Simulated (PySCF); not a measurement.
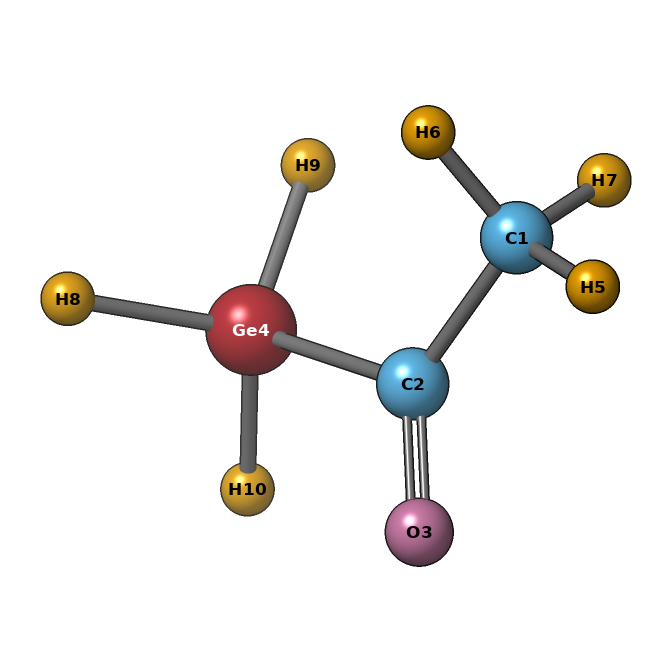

Atoms carry their numbers in the input. The computed structure is the end point of a PBE0-D3(BJ)/def2-SVP optimisation. No frequency run is at hand to confirm it as a minimum.

Question: What is the geometry at C2?

Answer: C2 has 3 neighbours (C1 at 1.51, O3 at 1.20, Ge4 at 2.01 Å); the arrangement is trigonal planar.

Question: What is the geometry at Ge4?

Answer: Ge4 has 4 neighbours (C2 at 2.01, H8 at 1.54, H9 at 1.54, H10 at 1.53 Å); the arrangement is tetrahedral.

Question: Describe the coordination of atom 1.

Answer: C1 has 4 neighbours (C2 at 1.51, H5 at 1.10, H6 at 1.10, H7 at 1.10 Å); the arrangement is tetrahedral.
